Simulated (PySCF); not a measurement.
Ga(OMe)2(Ph), C8H11GaO2, SMILES C[O][Ga]([O]C)[c]1ccccc1 at its GFN2-xTB optimised geometry (Å):

```
22

Ga     0.4881    -0.7470     0.0000
O      2.2392    -0.7470     0.0000
C      3.4879    -0.0933     0.0044
H      3.4025     0.9503     0.3169
H      4.1529    -0.6129     0.7001
H      3.9252    -0.1263    -0.9972
O     -0.2995    -2.3163    -0.0004
C      0.0365    -3.6867     0.0006
H     -0.3842    -4.1568     0.8945
H     -0.3917    -4.1593    -0.8885
H      1.1187    -3.8429    -0.0038
C     -0.8292     0.7856     0.0000
C     -2.1869     0.5146     0.0229
C     -3.0924     1.5634     0.0209
C     -2.6390     2.8722    -0.0038
C     -1.2802     3.1383    -0.0271
C     -0.3703     2.0926    -0.0253
H     -2.5256    -0.5124     0.0415
H     -4.1529     1.3580     0.0387
H     -3.3470     3.6881    -0.0053
H     -0.9270     4.1593    -0.0469
H      0.6948     2.2944    -0.0448
```

Method: B3LYP/def2-SVP (PySCF). Cells within 0.4 Å of a nucleus heavier than hydrogen are left out (blank, or x).

Map of the deformation density (molecule minus spherical neutral atoms) (e/bohr³) on the plane z = 0.0 Å:

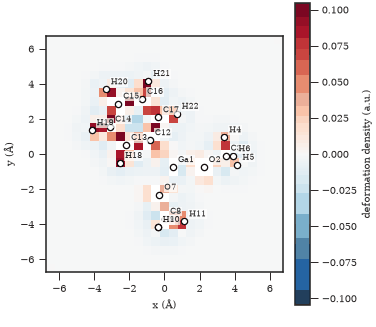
*Deformation density (molecule minus spherical neutral atoms) (e/bohr³) on the plane z = 0.0 Å.*
